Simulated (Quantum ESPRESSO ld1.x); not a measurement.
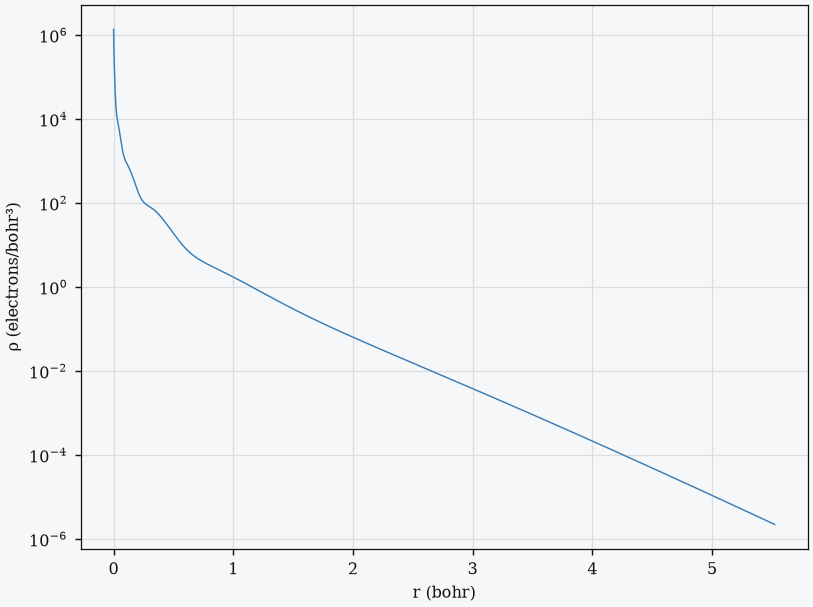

Bi³⁺ (Z = 83, 80 electrons); electrons: [Xe] 4f14 5d10 6s2. All numbers are computed, not measured: scalar-relativistic Kohn-Sham, exchange-only B88, spin-unpolarised, spherical densities, point nucleus (Quantum ESPRESSO ld1.x 7.5).

```
 &input
    zed=83.0,
    iswitch=1,
    rel=1,
    dft='SLA-NOC-B88-NOGC',
    config='[Hg]',
    verbosity='high',
    prefix='ld1',
    max_out_wfc=37,
    file_charge='ld1.rho',
 /
```

Command:
```bash
OMP_NUM_THREADS=1 ld1.x < ld1.in > ld1.out
```

The plot shows the electron density ρ(r) on a logarithmic scale.

Read the plot.

Answer. The density falls from 1.4×10⁶ electrons/bohr³ at the inner end (r = 0.00060 bohr) to 0.001 at r = 3.47 bohr, a common measure of the size of an atom or ion. The highest occupied orbital, 6s (⟨r⟩ = 2.02 bohr, −39.0 eV), is also the most diffuse and sets the fall-off far out: over the last part drawn ln ρ falls by 3.0 per bohr, against 2√(−2ε) = 3.4 for the pure exponential. The steps in the slope mark the shells; the radial density has its minima at 0.020, 0.087 and 0.25 bohr.
